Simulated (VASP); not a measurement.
Band structure of AlAs (zinc blende). These are vdW-DF2, VASP's PBE PAW potentials (set 64) (plane waves; VASP 6.6.1) values and carry that method's errors.

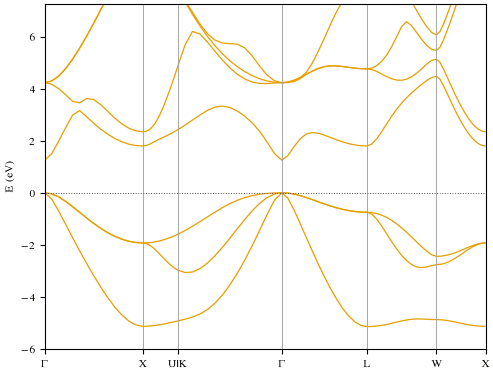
Fig. 1. Bands along high-symmetry lines, zero at the valence-band maximum or, without a gap, the Fermi level

Task: Read the plot: is there a gap, and where are the band edges?

Result: The gap is direct, 1.25 eV, from the valence maximum at Γ to the conduction minimum at Γ. (Edges off the drawn lines would not show.)

Measured: gap 2.28 eV (computed value off by -1.03 eV), as given by Wei Chen et al., Physical Review Materials (2018), doi:10.1103/physrevmaterials.2.073803 [zero-point renormalisation of 0.04 eV added back (the table's ZPR column)].

The compound is AlAs in the zinc blende structure. It was relaxed first, which changed the volume by +10 %.
